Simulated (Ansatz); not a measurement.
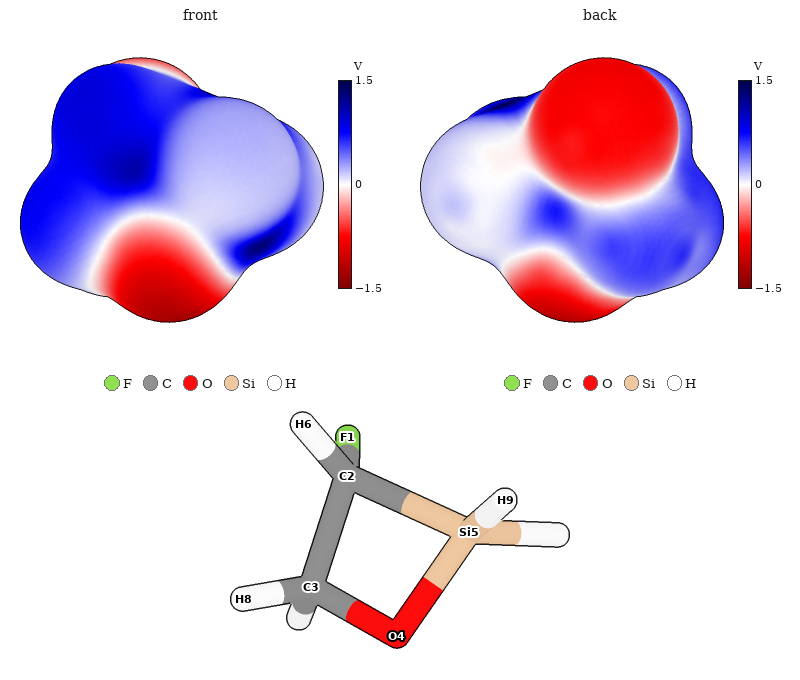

The picture shows: C2H5FOSi (SMILES FC1CO[SiH2]1). The molecular electrostatic potential painted on the density surface at 0.001 e/bohr³, seen from the front and from behind; the colour scale runs from red (negative) to blue (positive). The bare structure is drawn below in the same view.

Geometry: PBE0-D4/def2-TZVP.

Level of theory: RKS PBE0-D4/def2-TZVPP (Ansatz 0.2.0).

```yaml
atoms:
  - { symbol: F, position_ang: [-1.8204, -0.3278, -0.8109] }
  - { symbol: C, position_ang: [-0.8761, -0.0831, 0.1669] }
  - { symbol: C, position_ang: [0.2907, -1.0898, 0.1533] }
  - { symbol: O, position_ang: [1.4299, -0.2164, -0.0119] }
  - { symbol: Si, position_ang: [0.5103, 1.1621, -0.2068] }
  - { symbol: H, position_ang: [-1.3905, -0.0238, 1.1278] }
  - { symbol: H, position_ang: [0.1973, -1.7734, -0.6955] }
  - { symbol: H, position_ang: [0.4008, -1.6651, 1.0760] }
  - { symbol: H, position_ang: [0.8208, 2.2287, 0.7804] }
  - { symbol: H, position_ang: [0.5202, 1.7373, -1.5763] }
```

Q: Where is the surface potential most negative and most positive?

A: The most negative region (about −1.2 V, or −28 kcal/mol for a unit charge) lies over O4, the most positive (about +1.3 V, or +30 kcal/mol for a unit charge) over Si5. O4 is the likeliest acceptor of a hydrogen bond.
